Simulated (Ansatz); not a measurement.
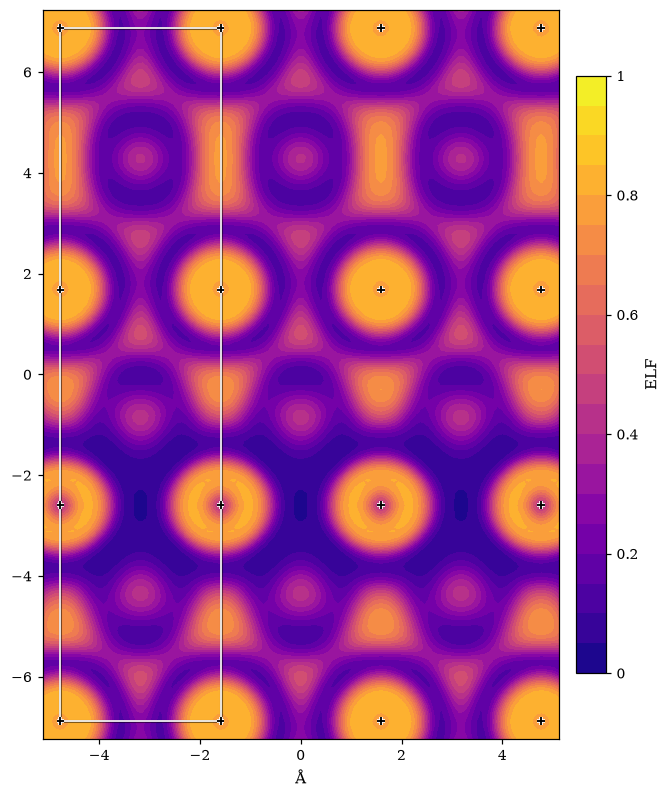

The ELF on a plane through atoms (crosses mark nuclei in the plane).

These are results of DFT PBE, scalar-relativistic, plane waves, PAW (Ansatz 0.2.0), not measurements.

Candidates:
A. Si₂Sb₂Se, a = 5.15 Å, b = 5.15 Å, c = 5.56 Å, α = 90.00°, β = 90.00°, γ = 120.00°. Space group P6/mmm; a structure generated by program, which may or may not match a known phase.
B. C₃N, a = 2.54 Å, b = 3.76 Å, c = 6.36 Å, α = 89.45°, β = 89.35°, γ = 89.51°. Space group P1; a structure generated by program, which may or may not match a known phase; changed on purpose from its base cell (the structure that the rattled cell fell into).
C. Hf₅F, a = 3.18 Å, b = 3.18 Å, c = 13.76 Å, α = 90.00°, β = 90.00°, γ = 120.00°. Space group P-6m2; a structure generated by program, which may or may not match a known phase; computed without spin polarisation.

**Which candidate gave the map?**

Candidate C: Hf₅F on the (100) plane of the conventional cell, which holds Hf and F. Hf–Hf (3.18 Å): the ELF is about 0.25 at the midpoint (no localised pair shows between them).
